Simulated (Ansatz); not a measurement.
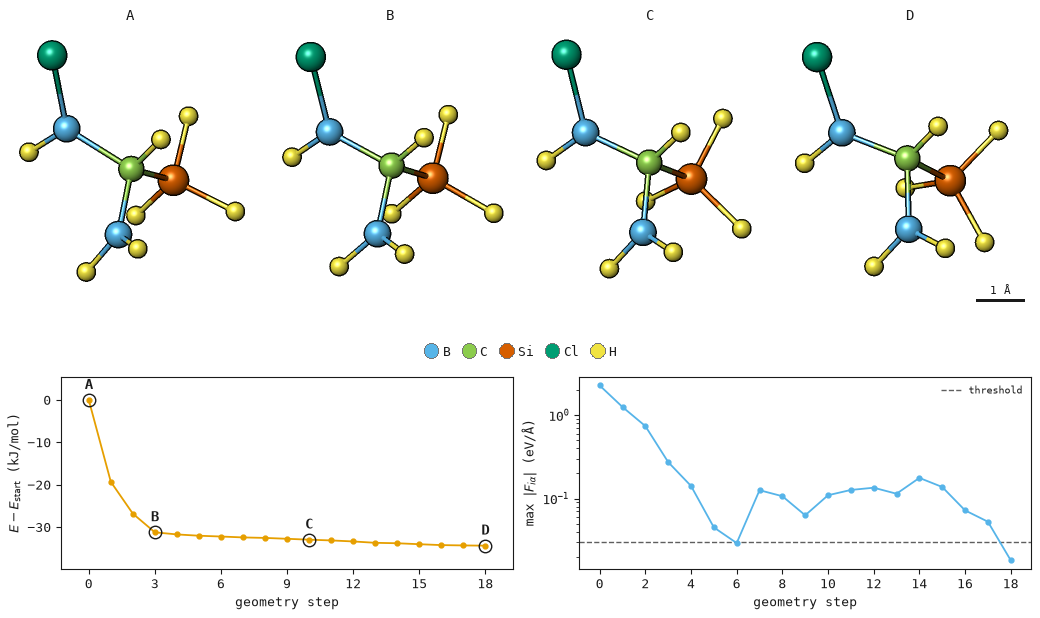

Frames of a relaxation of CH$_{7}$B$_{2}$ClSi (coarse preliminary run), marked on the history of the run. The picture is a ball-and-stick view, seen from a free direction.

The start comes from a force field.

Method: Ansatz, RKS PBE-D4/def2-SVP. (force threshold 0.03 eV/Å; at most 200 steps)

Describe the path.

The atom that moves furthest after the best rigid fit is an H atom (0.93 Å). Largest moves by element: H 0.93 Å, Cl 0.44 Å, C 0.28 Å, B 0.25 Å, Si 0.13 Å. Among the contacts that change: B–C 1.638 → 1.543 Å, C–Si 1.856 → 1.934 Å, H–Si 1.439 → 1.497 Å, B–H 1.176 → 1.219 Å. Among the angles between lasting bonds that change: B–C–Si 107.4° → 88.3°, B–C–H 106.1° → 116.8°, C–B–H 116.6° → 122.6°. Groups turn about C–Si by about 40°. After 18 geometry steps the energy has fallen by 34.3 kJ/mol. Largest force component: 2.3 eV/Å at the start, 0.018 eV/Å at the end. The forces were under the threshold at step 6, but the run went on from there. The run took 29 s on 4 threads of Arm Neoverse V1, with other jobs on the host. From step 0 to 3: an H atom moves most (0.21 Å), energy −31.2 kJ/mol. From step 3 to 10: an H atom moves most (0.42 Å), energy −1.74 kJ/mol. From step 10 to 18: H atoms move most (0.46 Å), energy −1.41 kJ/mol.

| step | E − E(0), kJ/mol | largest force component, eV/Å |
| --- | --- | --- |
| 0 | 0.00 | 2.2667 |
| 1 | -19.29 | 1.2507 |
| 2 | -26.80 | 0.7388 |
| 3 | -31.20 | 0.2733 |
| 4 | -31.69 | 0.1415 |
| 5 | -32.00 | 0.0451 |
| 6 | -32.19 | 0.0293 |
| 7 | -32.40 | 0.1259 |
| 8 | -32.52 | 0.1067 |
| 9 | -32.72 | 0.0630 |
| 10 | -32.93 | 0.1096 |
| 11 | -33.11 | 0.1268 |
| 12 | -33.35 | 0.1349 |
| 13 | -33.67 | 0.1142 |
| 14 | -33.78 | 0.1768 |
| 15 | -34.00 | 0.1376 |
| 16 | -34.21 | 0.0722 |
| 17 | -34.29 | 0.0528 |
| 18 | -34.35 | 0.0182 |
